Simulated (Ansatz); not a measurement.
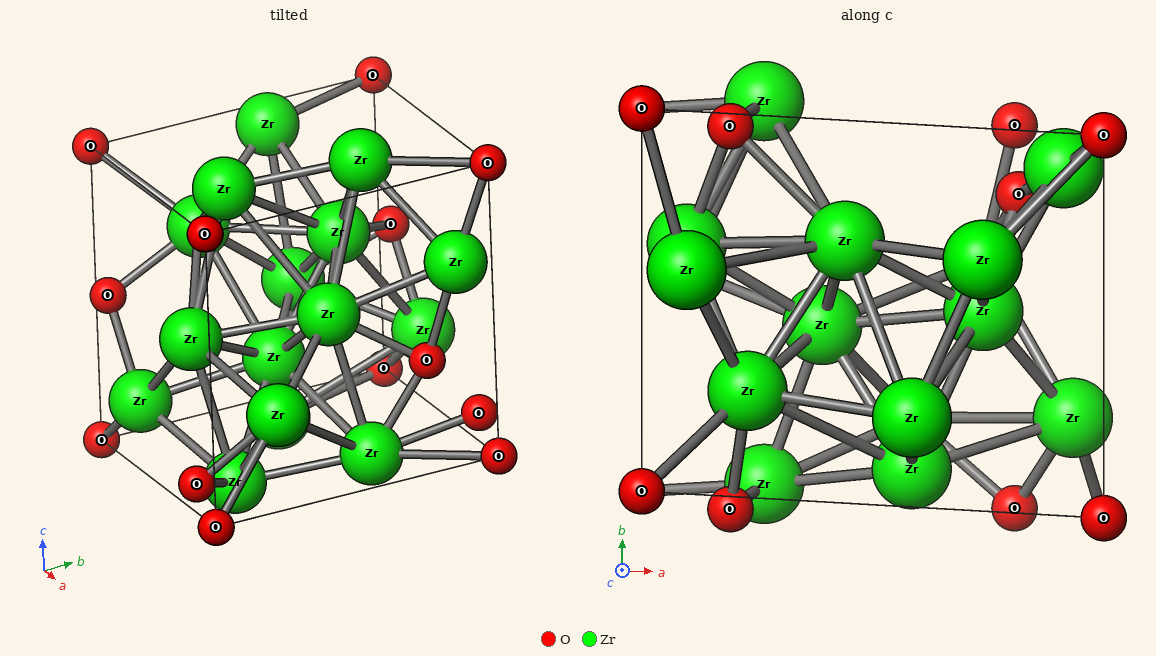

View slightly off an axis and along the c axis, drawn as a ball-and-stick model. Atoms at the boundary of the simulation cell (the box) are drawn once for each face, edge or corner they touch.

Describe the arrangement of the atoms.

- The structure is one of Zr3O.
- Apart from translations it has no symmetry (space group P1).
- The atoms show no order inside the cell.
- There are 16 atoms in the cell: 12 Zr, 4 O.
- Within bonding distance, the neighbour counts come to Zr 10 to 14 (mean 11.0) and O 4 to 6 (mean 5.5).

Shown is a made-up disordered cell, as it stood before any relaxation. It went into a calculation with Ansatz.

At this level of theory the cell isn't at rest (forces up to 6.1 eV/Å), so its distances can differ from those at equilibrium, the more so the softer the solid.
